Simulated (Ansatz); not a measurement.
# CaMg2Ga2N4: complex band structure, part 3 of 3

Wanted: the relaxed cell of CaMg2Ga2N4, its band edges and its decay constants. It is built by putting Ca for Sr in the SrMg2Ga2N4 structure of space group Cm, with the volume rescaled by atomic radii. The parent structure comes from the Materials Project.

Ansatz 0.2.0; PBE DFT, plane waves, PAW files (the session's first sound run).

So far, gap on the k-mesh (eV): step 3 (the bulk crystal and its band edges) 1.54.

The structure was built from a prototype and need not be the compound's stable phase.

## 6. Decaying states in the gap, plane (100), k-mesh 4×8×8

Level of this step: PBE DFT, plane waves, PAW files; complex bands by layer matching along the plane's normal (Ansatz).

The same for the (100) plane, at (0, 0) and (0.5, 0), to see how the decay depends on direction.

File input.yaml:

```yaml
crystal:
  lattice:
    - [8.229012987, 0.0, 0.0]
    - [0.0, 3.318959992, 0.0]
    - [-4.391886911, 1.659479996, 4.236179085]
  atoms:
    - { symbol: Ca, position: [0.9712130969, 0.0395050801, 0.9209898398] }
    - { symbol: Mg, position: [0.8231059258, 0.3680102569, 0.2639794862] }
    - { symbol: Mg, position: [0.5274453871, 0.8322982104, 0.3354035792] }
    - { symbol: Ga, position: [0.1812590498, 0.6237816383, 0.7524367234] }
    - { symbol: Ga, position: [0.4603357505, 0.1838175293, 0.6323649414] }
    - { symbol: "N", position: [0.2228531255, 0.187429307, 0.625141386] }
    - { symbol: "N", position: [0.8418877006, 0.7571327579, 0.4857344842] }
    - { symbol: "N", position: [0.6610521845, 0.5978957781, 0.8042084438] }
    - { symbol: "N", position: [0.3108477793, 0.4101294422, 0.1797411156] }
kpoints:
  mp_grid: { grid: [4, 8, 8] }
scf:
  occupations: { method: fixed }
hamiltonian:
  xc: pbe
output:
  eigenvalues: true
  transmission:
    leads: [[0, 0]]
    kpoints: [[0.0, 0.0], [0.5, 0.0]]
    e_range: [-1.0, 2.54]
    de: 0.07
```

Started as:

```sh
$ ansatz run input.yaml --threads 2 --pin off --max-ram 4096MiB --backend cpu --events-out ev --progress --plain --runs-dir out
```

Numbers of over 12 decimals in the logs are rounded to 6 here.

What it wrote:

```text
[...]
Crystal: 9 atoms, lattice volume = 115.698 Å³
Basis set: ecut = 420 eV, 2261 PW (Γ)
Bands: 47, of which v1, the nominal top of the filled ones, is band 38 counted from 1 (37 counted from 0)
Symmetry: 2 space group operations
[...]
k-points: 78 of 256 (time reversal used)
[...]
SCF iter   1: F=—  HF=-14772.187698 eV  |F-HF|=—  |Δ(HF+E_count)|=         —  Δρ=2.26e-3  dr2=6.73e-3  ethr=1.77e-3  ⟨swp⟩=4.6  Hψ=13446  notcnv=0  defer=491
[...]
SCF iter   8: F=-14772.186611 eV  HF=-14772.186611 eV  |F-HF|=2.71e-8  |Δ(HF+E_count)|=   6.49e-8  Δρ=6.53e-6  dr2=4.99e-8  ethr=1.32e-10  ⟨swp⟩=11.7  Hψ=15863  notcnv=0
SCF 1 converged in 8 iterations: F = -14772.186611 eV  dr2 = 4.99e-8
[...]
transmission: 6 of 12 steps passed
transmission: 12 of 12 steps passed
SCF converged after 8 iterations
Free energy (F): -14772.186611 eV
[...]
Internal energy: -14772.186611 eV  (E = F + TS)
E sigma→0 (E₀):  -14772.186611 eV
Fermi energy:    8.324703 eV
[...]
--- Band table (eV; the first three rows and the last of 78) ---
  k-point 0: bands = [... 34 lower, 8.0980, 8.2384, 8.2950, 8.3247, 9.8696, 12.0904, 12.4762, 13.3801, ... 5 higher]
  k-point 1: bands = [... 34 lower, 7.8460, 8.1103, 8.2246, 8.3077, 10.4200, 11.9105, 12.4496, 13.2288, ... 5 higher]
  k-point 2: bands = [... 34 lower, 7.4814, 8.1131, 8.1662, 8.2723, 11.1942, 11.5772, 12.4005, 12.8541, ... 5 higher]
  k-point 77: bands = [... 34 lower, 7.0032, 7.5436, 7.6952, 7.9536, 11.6682, 12.3547, 13.0571, 13.4586, ... 5 higher]
--- Transmission ---
  basis      : 237 plane waves across, 6 finite elements along
  points     : 2, as listed
[...]
crystal 0  : Mg2N4Ga2Ca1, at the sites [0, 0], period 4.2362 Å: whole cells are its period
[...]
channels       : 0.000000e0 a spin
[...]
slowest decay  : 0.1298 /Å at (0.0000, 0.0000)
```

It took 39 s on 2 threads of Intel Xeon Platinum 8488C (Sapphire Rapids), shared host; peak memory 0.93 GiB; 78 s of CPU time.

This step gave:

```
decay constant at the filling level, zone centre          : 0.1298 Å⁻¹
decay constant at the filling level, slowest listed point : 0.1298 Å⁻¹
```

K parallel (0, 0); values up to 1.5 1/Å, a degenerate pair printed once or twice; energies at which all values exceed this have no row. Im kz of the slowest decaying states against energy, zero at the highest filled level on the SCF mesh:

```tsv
energy (eV)	decay 1 (Å⁻¹)	decay 2 (Å⁻¹)	decay 3 (Å⁻¹)	decay 4 (Å⁻¹)
-1.0000	0.0422	0.125	0.213	0.445
-0.7200	0.265	0.265	0.383	0.508
-0.5100	0.252	0.298	0.456	0.937
-0.2300	0.0764	0.192	0.267	0.765
-0.0200	0.0226	0.278	0.280	0.487
0.2600	0.102	0.306	0.351	0.590
0.4700	0.121	0.322	0.384	0.623
0.7500	0.130	0.335	0.418	0.658
1.0300	0.122	0.343	0.445	0.609
1.2400	0.103	0.344	0.461	0.579
1.5200	0.0327	0.340	0.477	0.543
1.7300	0.333	0.486	0.517	0.738
2.0100	0.317	0.480	0.495	0.749
2.2200	0.298	0.450	0.500	0.755
2.5000	0.259	0.407	0.504	0.737
```

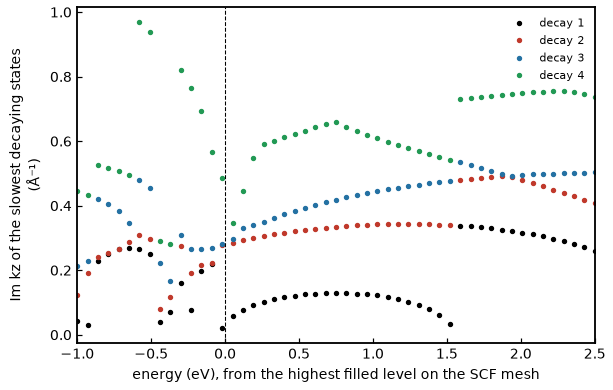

Im kz of the slowest decaying states, plotted against energy.

K parallel (0, 0). The Re kz of states that move upwards by energy, zero at the highest filled level on the SCF mesh:

```tsv
energy (eV)	channel 1 (Å⁻¹)	channel 2 (Å⁻¹)	channel 3 (Å⁻¹)
-1.0000	-0.245	-	-
-0.7200	-0.302	-0.180	0.535
-0.5100	-0.198	-0.0952	0.714
-0.2300	-0.522	-0.451	-0.102
-0.0200	-0.198	-	-
0.2600	-	-	-
0.4700	-	-	-
0.7500	-	-	-
1.0300	-	-	-
1.2400	-	-	-
1.5200	-	-	-
1.7300	0.0961	-	-
2.0100	0.166	-	-
2.2200	0.213	-	-
2.5000	0.275	-	-
```

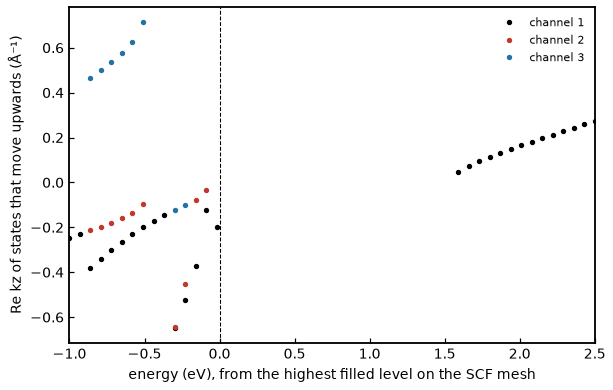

Re kz of states that move upwards against energy.

K parallel (0.5, 0); values up to 1.5 1/Å, a degenerate pair printed once or twice; energies at which all values exceed this have no row. Table of Im kz of the slowest decaying states by energy, zero at the highest filled level on the SCF mesh:

```tsv
energy (eV)	decay 1 (Å⁻¹)	decay 2 (Å⁻¹)	decay 3 (Å⁻¹)	decay 4 (Å⁻¹)
-1.0000	0.155	0.171	0.361	0.429
-0.7200	0.0401	0.362	0.411	0.520
-0.5100	0.331	0.378	0.567	0.813
-0.2300	0.275	0.303	0.618	0.633
-0.0200	0.143	0.289	0.308	0.351
0.2600	0.223	0.334	0.473	0.648
0.4700	0.256	0.347	0.528	0.695
0.7500	0.283	0.359	0.580	0.711
1.0300	0.296	0.366	0.616	0.724
1.2400	0.300	0.367	0.636	0.733
1.5200	0.297	0.364	0.657	0.746
1.7300	0.289	0.356	0.669	0.757
2.0100	0.269	0.339	0.680	0.777
2.2200	0.245	0.318	0.685	0.723
2.5000	0.191	0.273	0.647	0.689
```

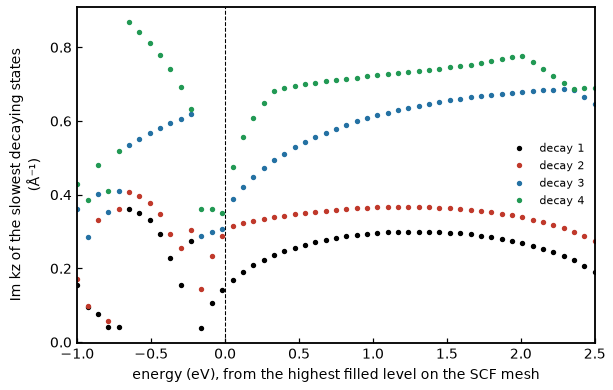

Im kz of the slowest decaying states, plotted against energy.

At the listed wavevectors the last open channel is at -0.02 eV and the next at +1.59 eV on the grid. At +0.75 eV, the grid energy nearest the filling level (the middle of the gap on the SCF mesh), the slowest state at the listed wavevectors decays with κ = 0.130 Å⁻¹, its amplitude falling by e over 7.7 Å; the first such run, plane (001), gave 0.144 Å⁻¹.

## 7. Band edges at another level

This step: PBEsol DFT, plane waves, PAW files (Ansatz 0.2.0).

The edges again with PBEsol, at the same atoms.

File input.yaml:

```yaml
crystal:
  lattice:
    - [6.1013134472, -1.6594799958, 0.0886459274]
    - [6.1013134472, 1.6594799958, 0.0886459274]
    - [-6.0052044275, 0.0, 5.6262042737]
  atoms:
    - { symbol: Ca, position: [0.9604949199, 0.9604949199, 0.9712130969] }
    - { symbol: Mg, position: [0.6319897431, 0.6319897431, 0.8231059258] }
    - { symbol: Mg, position: [0.1677017896, 0.1677017896, 0.5274453871] }
    - { symbol: Ga, position: [0.3762183617, 0.3762183617, 0.1812590498] }
    - { symbol: Ga, position: [0.8161824707, 0.8161824707, 0.4603357505] }
    - { symbol: "N", position: [0.812570693, 0.812570693, 0.2228531255] }
    - { symbol: "N", position: [0.2428672421, 0.2428672421, 0.8418877006] }
    - { symbol: "N", position: [0.4021042219, 0.4021042219, 0.6610521845] }
    - { symbol: "N", position: [0.5898705578, 0.5898705578, 0.3108477793] }
kpoints:
  mp_grid: { grid: [8, 8, 4] }
  band_path: { path: [VBM, CBM], npoints: 30 }
scf:
  occupations: { method: fixed }
hamiltonian:
  xc: pbesol
output:
  eigenvalues: true
```

What it wrote:

```text
[...]
Crystal: 9 atoms, lattice volume = 115.698 Å³
Basis set: ecut = 420 eV, 2261 PW (Γ), FFT grids on a1−a2, a1+a3, −a2
Bands: 47, of which v1, the nominal top of the filled ones, is band 38 counted from 1 (37 counted from 0)
Symmetry: 2 space group operations
[...]
k-points: 78 of 256 (time reversal used)
[...]
SCF iter   1: F=—  HF=-14624.796535 eV  |F-HF|=—  |Δ(HF+E_count)|=         —  Δρ=1.01e-2  dr2=1.24e-1  ethr=1.77e-3  ⟨swp⟩=4.6  Hψ=13336  notcnv=0  defer=494
[...]
SCF iter   8: F=-14624.762561 eV  HF=-14624.762561 eV  |F-HF|=6.22e-9  |Δ(HF+E_count)|=   1.11e-7  Δρ=3.96e-6  dr2=1.85e-8  ethr=1.32e-10  ⟨swp⟩=10.7  Hψ=16667  notcnv=0
SCF 1 converged in 8 iterations: F = -14624.762561 eV  dr2 = 1.85e-8
[...]
SCF converged after 8 iterations
Free energy (F): -14624.762561 eV
[...]
Internal energy: -14624.762561 eV  (E = F + TS)
E sigma→0 (E₀):  -14624.762561 eV
Fermi energy:    8.194811 eV
[...]
--- Band table (eV; the first three rows and the last of 78) ---
  k-point 0: bands = [... 34 lower, 7.9675, 8.1070, 8.1640, 8.1948, 9.6853, 11.8965, 12.2919, 13.2276, ... 5 higher]
  k-point 1: bands = [... 34 lower, 7.7370, 7.9630, 7.9851, 8.1590, 10.5043, 11.6206, 12.0785, 13.1695, ... 5 higher]
  k-point 2: bands = [... 34 lower, 7.4573, 7.7594, 7.9104, 8.1612, 10.9417, 11.5771, 11.8177, 12.7795, ... 5 higher]
  k-point 77: bands = [... 34 lower, 7.3612, 7.5078, 8.0126, 8.1351, 11.3413, 11.8159, 12.4199, 12.6455, ... 5 higher]
```

Run time: 42 s. Hardware: 2 threads; peak memory 0.61 GiB; 83 s of CPU time.

This step gave:

| Item | Value |
| --- | --- |
| free energy | -14624.7626 eV |
| Fermi energy | 8.195 eV |
| gap on the k-mesh | 1.491 eV |
| gap on path | 1.491 eV, by band count; negative where bands overlap |
| direct gap on path | 1.491 eV |

Levels at VBM (eV): -6.18, -4.15, -3.33, -2.74, -2.62, -1.88, -1.49, -0.46, -0.23, -0.09, -0.03, 0.00, 1.49, 3.70, 4.10, 5.03, 5.50, 5.70, 6.23, 6.49, 6.81.

The searched edges give 1.49 eV, as on the mesh.

For the gap on the k-mesh, step 3 gave 1.54 eV; this run, with PBEsol, gives 1.49 eV.

## 8. Complex bands at another level

This step: PBEsol DFT, plane waves, PAW files; complex bands by layer matching along the plane's normal (Ansatz 0.2.0).

The complex bands at that level, over its own gap, at (0, 0) and (0.5, 0).

File input.yaml:

```yaml
crystal:
  lattice:
    - [3.318959992, 0.0, 0.0]
    - [1.659479996, 6.101957381, 0.0]
    - [1.659479996, 0.179121122, 5.712850898]
  atoms:
    - { symbol: Ca, position: [0.0395050801, 0.9497767429, 0.9712130969] }
    - { symbol: Mg, position: [0.3680102569, 0.4408735604, 0.8231059258] }
    - { symbol: Mg, position: [0.8322982104, 0.8079581921, 0.5274453871] }
    - { symbol: Ga, position: [0.6237816383, 0.5711776736, 0.1812590498] }
    - { symbol: Ga, position: [0.1838175293, 0.1720291909, 0.4603357505] }
    - { symbol: "N", position: [0.187429307, 0.4022882605, 0.2228531255] }
    - { symbol: "N", position: [0.7571327579, 0.6438467836, 0.8418877006] }
    - { symbol: "N", position: [0.5978957781, 0.1431562593, 0.6610521845] }
    - { symbol: "N", position: [0.4101294422, 0.8688933363, 0.3108477793] }
kpoints:
  mp_grid: { grid: [8, 8, 8] }
scf:
  occupations: { method: fixed }
hamiltonian:
  xc: pbesol
output:
  eigenvalues: true
  transmission:
    leads: [[0, 0]]
    kpoints: [[0.0, 0.0], [0.5, 0.0]]
    e_range: [-1.0, 2.49]
    de: 0.06
```

What it wrote:

```text
[...]
Crystal: 9 atoms, lattice volume = 115.698 Å³
Basis set: ecut = 420 eV, 2261 PW (Γ)
Bands: 47, of which v1, the nominal top of the filled ones, is band 38 counted from 1 (37 counted from 0)
Symmetry: 2 space group operations
[...]
k-points: 150 of 512 (time reversal used)
[...]
SCF iter   1: F=—  HF=-14624.796643 eV  |F-HF|=—  |Δ(HF+E_count)|=         —  Δρ=1.01e-2  dr2=1.24e-1  ethr=1.77e-3  ⟨swp⟩=4.6  Hψ=25726  notcnv=0  defer=944
[...]
SCF iter   8: F=-14624.762613 eV  HF=-14624.762613 eV  |F-HF|=6.22e-9  |Δ(HF+E_count)|=   1.12e-7  Δρ=3.95e-6  dr2=1.85e-8  ethr=1.32e-10  ⟨swp⟩=10.6  Hψ=31952  notcnv=0
SCF 1 converged in 8 iterations: F = -14624.762613 eV  dr2 = 1.85e-8
[...]
transmission: 8 of 16 steps passed
transmission: 16 of 16 steps passed
SCF converged after 8 iterations
Free energy (F): -14624.762613 eV
[...]
Internal energy: -14624.762613 eV  (E = F + TS)
E sigma→0 (E₀):  -14624.762613 eV
Fermi energy:    8.194778 eV
[...]
--- Band table (eV; the first three rows and the last of 150) ---
  k-point 0: bands = [... 34 lower, 7.9675, 8.1070, 8.1640, 8.1948, 9.6853, 11.8965, 12.2918, 13.2276, ... 5 higher]
  k-point 1: bands = [... 34 lower, 7.8981, 7.9705, 8.0942, 8.1808, 9.9820, 11.7956, 12.2481, 13.2369, ... 5 higher]
  k-point 2: bands = [... 34 lower, 7.7370, 7.9629, 7.9851, 8.1589, 10.5043, 11.6206, 12.0785, 13.1695, ... 5 higher]
  k-point 149: bands = [... 34 lower, 6.8573, 7.4045, 7.5602, 7.8184, 11.4712, 12.1571, 12.8621, 13.2654, ... 5 higher]
--- Transmission ---
  basis      : 181 plane waves across, 8 finite elements along
  points     : 2, as listed
[...]
channels       : 0.000000e0 a spin
[...]
slowest decay  : 0.1397 /Å at (0.0000, 0.0000)
```

Wall time 50 s (2 threads); peak memory 0.82 GiB.

Numbers from this step:

* level to which the leads are filled: 0.7453 eV from the Fermi level
* decay constant at the filling level, zone centre: 0.1398 Å⁻¹
* decay constant at the filling level, slowest listed point: 0.1397 Å⁻¹

K parallel (0, 0); values up to 1.5 1/Å, a degenerate pair printed once or twice; energies at which all values exceed this have no row. Table of Im kz of the slowest decaying states by energy, zero at the highest filled level on the SCF mesh:

```tsv
energy (eV)	decay 1 (Å⁻¹)	decay 2 (Å⁻¹)	decay 3 (Å⁻¹)	decay 4 (Å⁻¹)
-1.0000	0.0955	0.337	0.588	0.700
-0.7600	0.0620	0.0947	0.357	0.550
-0.5200	0.0911	0.313	0.455	0.478
-0.2200	0.0907	0.308	0.817	1.26
0.0200	0.0594	0.148	0.181	0.297
0.2600	0.114	0.335	0.386	0.404
0.5000	0.135	0.400	0.423	0.504
0.7400	0.140	0.408	0.485	0.569
0.9800	0.132	0.409	0.532	0.617
1.2200	0.107	0.407	0.568	0.654
1.5200	0.398	0.600	0.636	0.690
1.7600	0.386	0.610	0.618	0.712
2.0000	0.368	0.585	0.630	0.729
2.2400	0.343	0.561	0.637	0.743
```

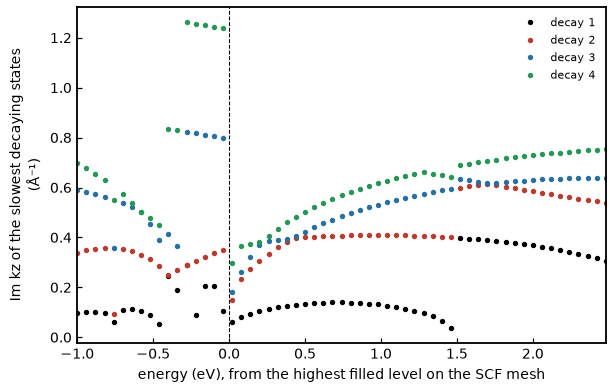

Im kz of the slowest decaying states against energy.

K parallel (0, 0). Table of Re kz of states that move upwards by energy, zero at the highest filled level on the SCF mesh:

```tsv
energy (eV)	channel 1 (Å⁻¹)	channel 2 (Å⁻¹)	channel 3 (Å⁻¹)
-1.0000	-0.276	-	-
-0.7600	-0.211	-	-
-0.5200	-0.331	-0.124	-
-0.2200	-0.285	-0.103	-
0.0200	-	-	-
0.2600	-	-	-
0.5000	-	-	-
0.7400	-	-	-
0.9800	-	-	-
1.2200	-	-	-
1.5200	0.0396	-	-
1.7600	0.130	-	-
2.0000	0.194	-	-
2.2400	0.256	-	-
```

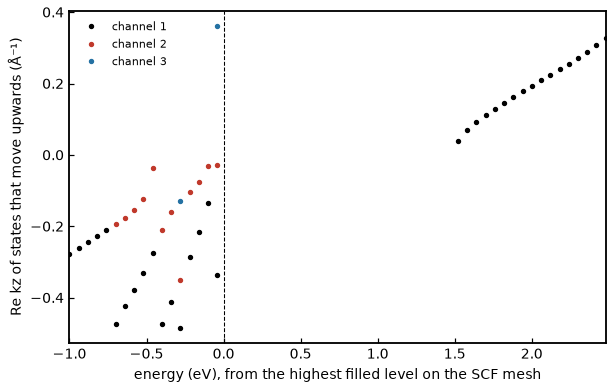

Re kz of states that move upwards, plotted against energy.

K parallel (0.5, 0); values up to 1.5 1/Å, a degenerate pair printed once or twice; energies at which all values exceed this have no row. The Im kz of the slowest decaying states by energy, zero at the highest filled level on the SCF mesh:

```tsv
energy (eV)	decay 1 (Å⁻¹)	decay 2 (Å⁻¹)	decay 3 (Å⁻¹)	decay 4 (Å⁻¹)
-1.0000	0.293	0.297	0.348	1.01
-0.7600	0.0825	0.316	0.405	0.975
-0.5200	0.196	0.202	0.334	0.458
-0.2200	0.316	0.344	0.372	0.526
0.0200	0.356	0.392	0.400	0.422
0.2600	0.374	0.422	0.423	0.489
0.5000	0.386	0.441	0.443	0.533
0.7400	0.393	0.456	0.456	0.565
0.9800	0.396	0.465	0.467	0.590
1.2200	0.395	0.468	0.476	0.610
1.5200	0.389	0.466	0.485	0.630
1.7600	0.381	0.458	0.491	0.641
2.0000	0.369	0.441	0.499	0.649
2.2400	0.353	0.410	0.512	0.654
```

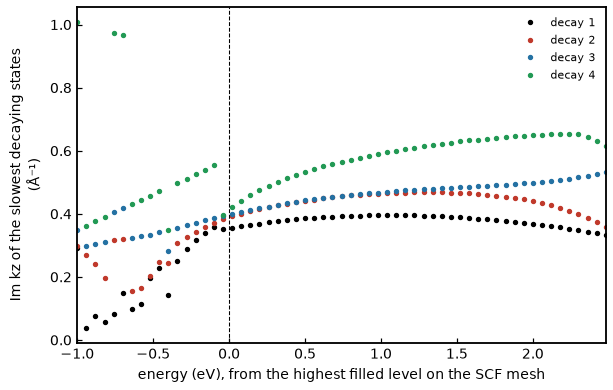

Im kz of the slowest decaying states, plotted against energy.

At the listed wavevectors the last open channel is at -0.04 eV and the next at +1.52 eV on the grid. At +0.74 eV, the grid energy nearest the filling level (the middle of the gap on the SCF mesh), the slowest state at the listed wavevectors decays with κ = 0.140 Å⁻¹, its amplitude falling by e over 7.2 Å; the first such run, plane (001), gave 0.144 Å⁻¹.

## 9. What came out

| Item | Value |
| --- | --- |
| band gap | 1.54 eV |
| least decay constant at mid-gap, normal to (001) | 0.144 Å⁻¹ |
| least decay constant at mid-gap, normal to (100) | 0.130 Å⁻¹ |
| least decay constant on a mesh, normal to (001) | 0.144 Å⁻¹ |
| least decay constant, PBEsol | 0.140 Å⁻¹ |

In words: With PBE, the slowest decay at the wavevectors tried is κ = 0.130 Å⁻¹, normal to (100). Through such a film the transmission near mid-gap falls as exp(−2κd), a factor of ten every 8.9 Å. The directions tried decay at nearly the same rate. A free electron under a barrier of half the gap would need a mass of 0.083 mₑ to decay at this rate. With PBEsol the gap goes from 1.54 to 1.49 eV and the decay constant, over the first 2 listed wavevectors, from 0.144 to 0.140 Å⁻¹. The compound is made up by substitution; its stability against other phases and against distortions of the cell's symmetry was not tested. A semilocal functional narrows gaps, so real decay constants are likely larger.

[Logs are printed without paths, hosts, clocks, repeated set-up lines and the standing remarks that a program may print on its own settings, such as how far it seeks lower states.]

[Hosts, paths, dates, database ids (printed as entryN), source tags and the programs' standing remarks are cut or masked in the printed files.]

[New means built here by substitution; the compound itself may be known and measured.]
